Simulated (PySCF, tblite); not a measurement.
# C4H6, a complex of two parts: NMR shifts, interaction energy, spin-spin couplings and electronic excitations, part 3 of 3

tblite 0.8.0 and PySCF 2.14.0. Atoms count from 0, parts from 1. The steps go on from the part before.

### 7 Indirect couplings: B3LYP/pcJ-1

The job: settings as JSON, then the geometry in Å.

```
{"job": {"kind": "j", "xc": "B3LYP", "basis": "pcJ-1"}, "charge": 0, "multiplicity": 1, "parts": [{"atoms": "0-5", "charge": 0, "multiplicity": 1}, {"atoms": "6-9", "charge": 0, "multiplicity": 1}]}
C      0.483457    -0.125534     0.064821
C     -0.843109    -0.210427     0.135882
H      1.116114    -0.291251     0.940075
H      0.984352     0.114489    -0.875711
H     -1.352670    -0.447925     1.072918
H     -1.468363    -0.045428    -0.744692
C     -0.449113     1.302596    -3.350462
C     -0.183500     0.166516    -3.665383
H     -0.683493     2.311543    -3.066953
H      0.053605    -0.843837    -3.941566
```

With the program's defaults for keys left out, this is: B3LYP/pcJ-1 indirect spin-spin coupling, non-relativistic, gas phase.

The log of the run:

```text
coarse grid: 8064 points
cycle   1  E = -155.8539316146  dE =  6.387e-02  |g| = 4.328e-01  |ddm| = 2.451e+00
cycle   2  E = -155.8526217390  dE =  1.310e-03  |g| = 4.370e-01  |ddm| = 6.819e-01
cycle   3  E = -155.9025020563  dE = -4.988e-02  |g| = 2.130e-02  |ddm| = 3.194e-01
cycle   4  E = -155.9025727834  dE = -7.073e-05  |g| = 1.167e-02  |ddm| = 2.068e-02
cycle   5  E = -155.9026056743  dE = -3.289e-05  |g| = 2.546e-03  |ddm| = 9.382e-03
cycle   6  E = -155.9026059580  dE = -2.838e-07  |g| = 2.315e-03  |ddm| = 2.531e-03
final grid: 77064 points
cycle   7  E = -155.9376861463  dE = -6.964e-05  |g| = 7.310e-03  |ddm| = 1.807e-02
cycle   8  E = -155.9376435725  dE =  4.257e-05  |g| = 1.489e-02  |ddm| = 1.269e-02
cycle   9  E = -155.9376983131  dE = -5.474e-05  |g| = 2.216e-03  |ddm| = 8.930e-03
cycle  10  E = -155.9376995538  dE = -1.241e-06  |g| = 2.887e-04  |ddm| = 1.553e-03
cycle  11  E = -155.9376995720  dE = -1.828e-08  |g| = 8.306e-05  |ddm| = 2.080e-04
cycle  12  E = -155.9376995737  dE = -1.654e-09  |g| = 2.347e-05  |ddm| = 6.647e-05
cycle  13  E = -155.9376995738  dE = -1.312e-10  |g| = 6.475e-06  |ddm| = 1.786e-05
converged SCF energy = -155.9376995738

Indirect spin-spin couplings (Hz)
  i      j    bonds     total        FC       PSO       DSO        SD
  0 C    1 C    1     78.835    84.812   -10.170     0.078     4.114
  0 C    2 H    1    164.824   163.509     0.489     0.461     0.365
  0 C    3 H    1    168.822   167.575     0.367     0.493     0.388
  0 C    4 H    2     -1.583     0.294    -1.214    -0.658    -0.006
  0 C    5 H    2     -1.921    -0.013    -1.267    -0.626    -0.015
  0 C    6 C   99      0.195     0.236    -0.043     0.008    -0.005
  0 C    7 C   99      0.219     0.248    -0.035     0.010    -0.005
  1 C    2 H    2     -1.528     0.350    -1.214    -0.658    -0.006
  1 C    3 H    2     -1.997    -0.093    -1.266    -0.624    -0.013
  1 C    4 H    1    164.959   163.641     0.492     0.460     0.366
  1 C    5 H    1    168.572   167.317     0.383     0.488     0.384
  1 C    6 C   99      0.159     0.190    -0.031     0.010    -0.009
  2 H    3 H    2      3.233     3.023     3.802    -3.592         -
  2 H    4 H    3     12.534    13.070     0.457    -0.993         -
  2 H    5 H    3     19.975    20.558     2.787    -3.371         -
  3 H    4 H    3     19.970    20.552     2.784    -3.366         -
  3 H    5 H    3     12.797    13.298     0.269    -0.771         -
  4 H    5 H    2      3.243     3.035     3.808    -3.600         -
  6 C    7 C    1    212.326   190.918     8.753     0.028    12.626
  6 C    8 H    1    274.195   274.212    -1.065     0.344     0.704
  6 C    9 H    2     53.805    48.385     5.869    -1.279     0.829
  7 C    8 H    2     53.841    48.425     5.867    -1.279     0.828
  7 C    9 H    1    274.080   274.092    -1.059     0.343     0.703
  8 H    9 H    3     10.865     9.864     4.397    -3.396         -

== part 1 alone, relaxed ==
coarse grid: 4656 points
cycle   1  E = -78.5585065134  dE = -2.464e-02  |g| = 2.931e-01  |ddm| = 1.738e+00
cycle   2  E = -78.5540120288  dE =  4.494e-03  |g| = 3.238e-01  |ddm| = 4.542e-01
cycle   3  E = -78.5817185916  dE = -2.771e-02  |g| = 4.392e-03  |ddm| = 2.339e-01
cycle   4  E = -78.5817222856  dE = -3.694e-06  |g| = 5.362e-04  |ddm| = 3.306e-03
final grid: 43904 points
cycle   5  E = -78.5986269613  dE = -3.607e-05  |g| = 3.833e-03  |ddm| = 8.557e-03
cycle   6  E = -78.5986262027  dE =  7.587e-07  |g| = 4.195e-03  |ddm| = 5.521e-03
cycle   7  E = -78.5986307708  dE = -4.568e-06  |g| = 7.119e-05  |ddm| = 2.903e-03
cycle   8  E = -78.5986307712  dE = -4.088e-10  |g| = 1.464e-05  |ddm| = 4.522e-05
converged SCF energy = -78.5986307712

Indirect spin-spin couplings (Hz)
  i      j    bonds     total        FC       PSO       DSO        SD
  0 C    1 C    1     79.429    85.376   -10.193     0.068     4.178
  0 C    2 H    1    166.760   165.465     0.488     0.435     0.372
  0 C    3 H    1    166.770   165.476     0.488     0.435     0.372
  0 C    4 H    2     -1.650     0.232    -1.193    -0.680    -0.010
  0 C    5 H    2     -1.649     0.233    -1.193    -0.680    -0.010
  1 C    2 H    2     -1.652     0.230    -1.193    -0.680    -0.010
  1 C    3 H    2     -1.649     0.233    -1.193    -0.680    -0.010
  1 C    4 H    1    166.768   165.473     0.488     0.435     0.372
  1 C    5 H    1    166.762   165.467     0.488     0.435     0.372
  2 H    3 H    2      2.816     2.416     3.899    -3.707     0.209
  2 H    4 H    3     12.662    13.240     0.503    -1.042    -0.040
  2 H    5 H    3     20.504    20.807     2.885    -3.477     0.290
  3 H    4 H    3     20.505    20.807     2.885    -3.477     0.290
  3 H    5 H    3     12.659    13.238     0.504    -1.043    -0.040
  4 H    5 H    2      2.818     2.417     3.899    -3.707     0.209

== part 2 alone, relaxed ==
coarse grid: 3416 points
cycle   1  E = -77.2943415419  dE =  8.535e-02  |g| = 3.216e-01  |ddm| = 1.724e+00
cycle   2  E = -77.2974498913  dE = -3.108e-03  |g| = 2.977e-01  |ddm| = 5.033e-01
cycle   3  E = -77.3203565209  dE = -2.291e-02  |g| = 1.325e-02  |ddm| = 2.060e-01
cycle   4  E = -77.3203957292  dE = -3.921e-05  |g| = 1.723e-03  |ddm| = 1.042e-02
cycle   5  E = -77.3203963125  dE = -5.833e-07  |g| = 1.457e-04  |ddm| = 1.489e-03
final grid: 33160 points
cycle   6  E = -77.3389542086  dE = -3.415e-05  |g| = 2.361e-03  |ddm| = 1.052e-02
cycle   7  E = -77.3389543761  dE = -1.674e-07  |g| = 2.117e-03  |ddm| = 3.057e-03
cycle   8  E = -77.3389555303  dE = -1.154e-06  |g| = 3.804e-04  |ddm| = 1.548e-03
cycle   9  E = -77.3389555008  dE =  2.956e-08  |g| = 5.071e-04  |ddm| = 4.761e-04
cycle  10  E = -77.3389555654  dE = -6.468e-08  |g| = 6.229e-06  |ddm| = 2.803e-04
cycle  11  E = -77.3389555655  dE = -6.295e-12  |g| = 6.427e-07  |ddm| = 2.731e-06
converged SCF energy = -77.3389555655

Indirect spin-spin couplings (Hz)
  i      j    bonds     total        FC       PSO       DSO        SD
  0 C    1 C    1    213.583   192.027     8.861     0.017    12.678
  0 C    2 H    1    273.466   273.454    -0.996     0.305     0.703
  0 C    3 H    2     53.792    48.367     5.910    -1.313     0.827
  1 C    2 H    2     53.818    48.393     5.909    -1.312     0.827
  1 C    3 H    1    273.484   273.473    -0.996     0.305     0.703
  2 H    3 H    3     11.475     9.865     4.462    -3.482     0.631
```

Wall time 15 s (1 thread of Arm Neoverse V2, shared host); peak memory 0.74 GiB.

A choice of the couplings up to four bonds, sorted by the number of bonds; isotopes 13C, 1H:

```
 pair  bonds  J (Hz)  Fermi contact (Hz)  dihedral (°)
C6–H8      1   274.2               274.2             –
C7–H9      1   274.1               274.1             –
C6–C7      1   212.3               190.9             –
C0–H3      1   168.8               167.6             –
C1–H5      1   168.6               167.3             –
C1–H4      1   165.0               163.6             –
C0–H2      1   164.8               163.5             –
C0–C1      1    78.8                84.8             –
C7–H8      2    53.8                48.4             –
C6–H9      2    53.8                48.4             –
H4–H5      2     3.2                 3.0             –
H2–H3      2     3.2                 3.0             –
C1–H3      2    -2.0                -0.1             –
C0–H5      2    -1.9                 0.0             –
C0–H4      2    -1.6                 0.3             –
C1–H2      2    -1.5                 0.3             –
H2–H5      3    20.0                20.6          -180
H3–H4      3    20.0                20.6          -180
H3–H5      3    12.8                13.3             0
H2–H4      3    12.5                13.1             0
H8–H9      3    10.9                 9.9             –
```

The spin-dipole term was solved for some atoms only; pairs without it lack that part.

Against the parts alone, each relaxed by itself:

```
 pair  alone (Hz)  in the cluster  change (Hz)
C0–H3       166.8           168.8         +2.1
C0–H2       166.8           164.8         -1.9
C1–H5       166.8           168.6         +1.8
C1–H4       166.8           165.0         -1.8
C6–C7       213.6           212.3         -1.3
C6–H8       273.5           274.2         +0.7
```

### 8 Excited states and response: CAM-B3LYP/def2-SVPD

Same as in step 7 but for these lines:

```diff
@@ -1,2 +1,2 @@
-{"job": {"kind": "j", "xc": "B3LYP", "basis": "pcJ-1"}, "charge": 0, "multiplicity": 1, "parts": [{"atoms": "0-5", "charge": 0, "multiplicity": 1}, {"atoms": "6-9", "charge": 0, "multiplicity": 1}]}
+{"job": {"kind": "uv", "xc": "CAM-B3LYP", "basis": "def2-SVPD", "nstates": 6, "ntriplets": 2}, "charge": 0, "multiplicity": 1, "parts": [{"atoms": "0-5", "charge": 0, "multiplicity": 1}, {"atoms": "6-9", "charge": 0, "multiplicity": 1}]}
 C      0.483457    -0.125534     0.064821
```

Method: TDDFT CAM-B3LYP/def2-SVPD, vertical, gas phase, core orbitals frozen in the response.

The log of the run:

```text
coarse grid: 8064 points
cycle   1  E = -155.6479304541  dE =  7.787e-02  |g| = 2.929e-01  |ddm| = 6.142e+00
cycle   2  E = -155.6632990470  dE = -1.537e-02  |g| = 1.890e-01  |ddm| = 1.439e+00
cycle   3  E = -155.6728780788  dE = -9.579e-03  |g| = 1.944e-02  |ddm| = 5.480e-01
cycle   4  E = -155.6729942428  dE = -1.162e-04  |g| = 5.333e-03  |ddm| = 8.450e-02
cycle   5  E = -155.6730015527  dE = -7.310e-06  |g| = 1.642e-03  |ddm| = 1.940e-02
final grid: 77064 points
cycle   6  E = -155.7081249721  dE = -2.041e-05  |g| = 3.030e-03  |ddm| = 6.470e-02
cycle   7  E = -155.7081253370  dE = -3.649e-07  |g| = 2.910e-03  |ddm| = 1.147e-02
cycle   8  E = -155.7081274254  dE = -2.088e-06  |g| = 6.759e-04  |ddm| = 3.988e-03
cycle   9  E = -155.7081275369  dE = -1.114e-07  |g| = 1.142e-04  |ddm| = 7.710e-04
cycle  10  E = -155.7081275409  dE = -4.039e-09  |g| = 2.116e-05  |ddm| = 3.312e-04
cycle  11  E = -155.7081275410  dE = -1.110e-10  |g| = 9.225e-06  |ddm| = 3.535e-05
converged SCF energy = -155.7081275410

Static polarisability (au): isotropic 49.147, principal 47.577 47.725 52.140

Singlet excitations
state   eV       nm        f      main configurations
  1   6.5519    189.2   0.00000   H-2->L+2 0.41, H-1->L+3 0.35
  2   6.8352    181.4   0.00006   H-1->L+2 0.49, H-2->L+3 0.42
  3   6.8356    181.4   0.00004   H-2->L+2 0.47, H-1->L+3 0.43
  4   7.7092    160.8   0.26497   H->L 0.91
  5   7.7333    160.3   0.07080   H->L+1 0.63, H->L+5 0.29
  6   8.0406    154.2   0.00083   H-3->L 0.83

Triplet excitations (Tamm-Dancoff, eV): 4.3937 5.3172

== part 1 alone, relaxed ==
coarse grid: 4656 points
cycle   1  E = -78.4541884606  dE = -5.244e-03  |g| = 1.815e-01  |ddm| = 2.933e+00
cycle   2  E = -78.4594287918  dE = -5.240e-03  |g| = 1.312e-01  |ddm| = 3.744e-01
cycle   3  E = -78.4640280675  dE = -4.599e-03  |g| = 1.057e-02  |ddm| = 1.576e-01
cycle   4  E = -78.4640697855  dE = -4.172e-05  |g| = 1.017e-03  |ddm| = 2.204e-02
cycle   5  E = -78.4640701939  dE = -4.083e-07  |g| = 1.599e-04  |ddm| = 4.008e-03
final grid: 43904 points
cycle   6  E = -78.4810305723  dE = -9.686e-06  |g| = 1.915e-03  |ddm| = 3.112e-02
cycle   7  E = -78.4810309912  dE = -4.188e-07  |g| = 1.533e-03  |ddm| = 5.052e-03
cycle   8  E = -78.4810316223  dE = -6.311e-07  |g| = 4.131e-05  |ddm| = 1.706e-03
cycle   9  E = -78.4810316233  dE = -9.720e-10  |g| = 6.958e-06  |ddm| = 1.847e-04
converged SCF energy = -78.4810316233

Static polarisability (au): isotropic 26.948, principal 20.642 25.024 35.179

Singlet excitations
state   eV       nm        f      main configurations
  1   7.6387    162.3   0.06845   H->L+1 0.98
  2   7.7794    159.4   0.37094   H->L 0.97
  3   8.1008    153.1   0.00000   H-1->L 0.98
  4   8.4290    147.1   0.00000   H->L+2 0.99
  5   9.0033    137.7   0.00000   H->L+3 0.97
  6   9.6264    128.8   0.00000   H-2->L 0.98

Triplet excitations (Tamm-Dancoff, eV): 4.3936 7.4693

== part 2 alone, relaxed ==
coarse grid: 3416 points
cycle   1  E = -77.1920414918  dE =  7.770e-02  |g| = 2.319e-01  |ddm| = 5.568e+00
cycle   2  E = -77.2023651370  dE = -1.032e-02  |g| = 1.369e-01  |ddm| = 1.373e+00
cycle   3  E = -77.2074212069  dE = -5.056e-03  |g| = 1.321e-02  |ddm| = 3.061e-01
cycle   4  E = -77.2074788360  dE = -5.763e-05  |g| = 1.672e-03  |ddm| = 8.510e-02
cycle   5  E = -77.2074798199  dE = -9.838e-07  |g| = 1.015e-04  |ddm| = 2.145e-02
final grid: 33160 points
cycle   6  E = -77.2258179421  dE = -8.601e-06  |g| = 1.014e-03  |ddm| = 3.642e-02
cycle   7  E = -77.2258181326  dE = -1.905e-07  |g| = 6.635e-04  |ddm| = 4.095e-03
cycle   8  E = -77.2258182547  dE = -1.221e-07  |g| = 4.736e-05  |ddm| = 1.283e-03
cycle   9  E = -77.2258182547  dE =  5.072e-11  |g| = 5.441e-05  |ddm| = 1.735e-04
cycle  10  E = -77.2258182554  dE = -7.295e-10  |g| = 4.448e-06  |ddm| = 5.222e-05
converged SCF energy = -77.2258182554

Static polarisability (au): isotropic 22.337, principal 17.840 17.840 31.331

Singlet excitations
state   eV       nm        f      main configurations
  1   6.5622    188.9   0.00000   H->L+1 0.48, H-1->L+2 0.48
  2   6.8500    181.0   0.00000   H-1->L+1 0.49, H->L+2 0.49
  3   6.8500    181.0   0.00000   H-1->L+2 0.49, H->L+1 0.49
  4   8.3133    149.1   0.10084   H-1->L 0.89, H->L 0.10
  5   8.3133    149.1   0.10084   H->L 0.89, H-1->L 0.10
  6   8.6866    142.7   0.00000   H-1->L+3 0.50, H->L+3 0.48

Triplet excitations (Tamm-Dancoff, eV): 5.3185 5.8604
```

Wall time 10 s (1 thread of Arm Neoverse V2, shared host); peak memory 0.6 GiB.

Frontier orbitals and where they lie:

```
orbital      eV                      atoms
 HOMO−3  -11.28  C1 27 %, C0 27 %, H5 11 %
 HOMO−2   -9.88   C6 45 %, C7 45 %, H9 4 %
 HOMO−1   -9.87   C7 45 %, C6 44 %, H8 4 %
   HOMO   -9.12   C1 42 %, C0 42 %, H3 4 %
   LUMO    1.31   C1 34 %, C0 33 %, H3 6 %
 LUMO+1    1.65  C7 25 %, C6 25 %, C0 12 %
 LUMO+2    1.72  C7 36 %, C6 36 %, H9 11 %
```

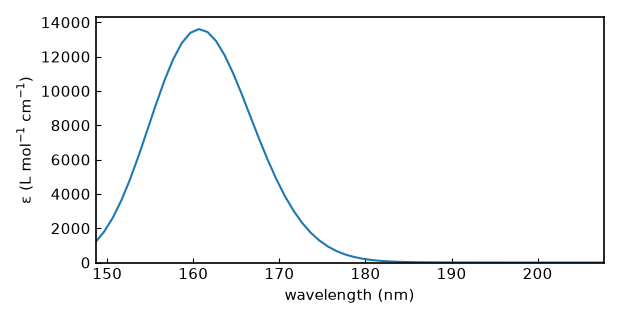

Absorption spectrum: each of the 6 states is a Gaussian band of 0.4 eV half-width at 1/e. Beyond the last state computed it falls off for lack of states.

Ground-state properties from the same run:

```
           property  computed
  dipole moment (D)      0.15
polarisability (Å³)      7.28
 HOMO–LUMO gap (eV)     10.43
      −ε(HOMO) (eV)      9.12
```

Against the parts alone, each relaxed by itself:

```
part  S1 alone (eV)      f  α alone (Å³)
   1           7.64  0.068          3.99
   2           6.56  0.000          3.31
```

### 9 Side by side

Energies in kcal/mol, with wall time:

```
                    run  counterpoise  BSSE  electrostatic  Pauli  orbital  dispersion  time
wB97M-D3(BJ)/def2-TZVPD         -1.34  0.07          -1.24   1.23    -0.32       -1.08  39 s
 PBE0-D3(BJ)/def2-TZVPD         -1.43  0.06          -1.18   1.04    -0.39       -0.95  20 s
```

### 10 Summary of results

This closing draws on all 3 parts.

```
                                                   quantity                                                                                  value
                                  binding energy (GFN2-xTB)                                                                         -1.00 kcal/mol
                       rotational constants (main isotopes)                                                                  16.20, 2.49, 2.42 GHz
                         shieldings of C, H (PBE0/pcSseg-2)  C0 47.5, C1 47.9, C6 106.9, C7 107.0, H3 25.2, H5 25.2, H2 25.4, H4 25.4 ppm and more
                            largest proton shift on binding                                                                          H3, +0.31 ppm
 interaction energy, counterpoise (wB97M-D3(BJ)/def2-TZVPD)                                                                         -1.34 kcal/mol
                                        superposition error                                                                          0.07 kcal/mol
                          binding energy (with deformation)                                                                         -1.31 kcal/mol
                largest coupling of the table (B3LYP/pcJ-1)                                                                ¹J(C,H) C6–H8, 274.2 Hz
                       lowest singlet (CAM-B3LYP/def2-SVPD)                                                            6.55 eV (189 nm), f = 0.000
                   brightest single state of those computed                                                            state 4, 7.71 eV, f = 0.265
                                             lowest triplet                                                                                4.39 eV
range of the interaction energy over the runs of this table                                                                -1.43 to -1.34 kcal/mol
```

**Reading.** In the structure that the search hands on, at its xTB geometry, the leading contact, judged by the atoms' radii, is H5···C6 (at van der Waals distance, 2.90 Å). A later relaxation moves these distances. The start of the PBE0/def2-SVPD relaxation was shaken at random by about 0.01 Å, so part of the energy gained, and of the first lengths quoted, undoes that. Relaxing lowered the energy by 0.113 eV in 8 steps; the close pair that moved most is C0–H2, from 1.041 to 1.093 Å. No frequency check was run at this level, so the end point may be a saddle. On binding (GIAO PBE0/pcSseg-2 NMR shielding, non-relativistic, gas phase), H3 moves most among the protons, 0.31 ppm downfield. Of the attraction, electrostatic 47 %, dispersion 41 %, orbital 12 %; Pauli repulsion takes back 1.23 kcal/mol. Of the pairs tabulated at B3LYP/pcJ-1, C6–H8 couples most strongly (274.2 Hz; Fermi contact 274.2 Hz). The lowest singlet, at 6.55 eV, is HOMO−2→LUMO+2 0.41, HOMO−1→LUMO+3 0.35 and is dark; of the 6 states computed, the strongest absorption comes from states 4 to 5 together at 7.71 eV. The lowest triplet lies 2.16 eV below the lowest singlet (triplets in Tamm-Dancoff, singlets in full TDDFT). The interaction energy runs from -1.43 (PBE0-D3(BJ)/def2-TZVPD) to -1.34 kcal/mol (wB97M-D3(BJ)/def2-TZVPD).
